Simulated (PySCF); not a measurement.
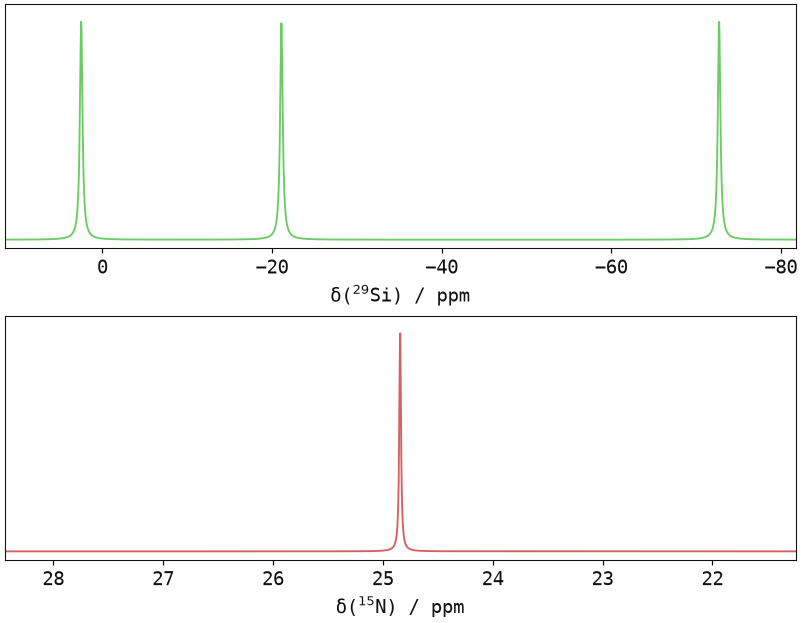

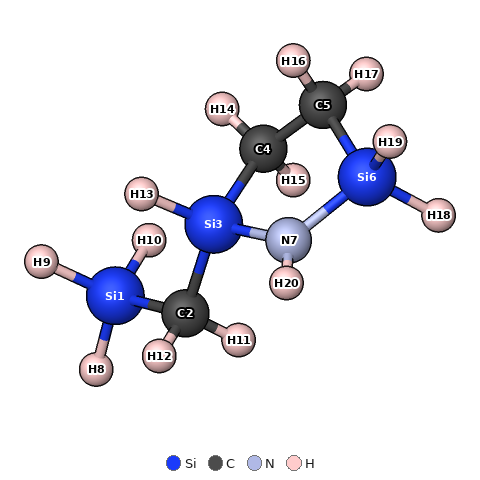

Spectrum and numbered structure of C₃H₁₃NSi₃, SMILES [SiH3]C[Si@@H]1CC[SiH2]N1. GIAO shifts, PBE0/pcSseg-1 (IEF-PCM acetone) in PySCF, at a PBE0-D3(BJ)/def2-SVP geometry (no frequency check), against TMS for ²⁹Si and NH₃ for ¹⁵N computed at the same level (¹⁵N: a single molecule, while the usual scales start at liquid NH₃ or nitromethane; multiply bonded nitrogen can come out tens of ppm too deshielded). fully decoupled, line heights follow the number of nuclei, widths are arbitrary (no quadrupolar broadening); values of one conformer, averaged over methyl-type rotors and exact or near symmetry; other conformers aren't averaged in.

Question: Which atoms give which ²⁹Si line?

Answer:
```
δ (ppm)  nuclei  atoms
    2.5       1    Si3
  −21.1       1    Si6
  −72.7       1    Si1
```

Question: Where does the ¹⁵N line lie?

Answer: At 24.8 ppm (N7).
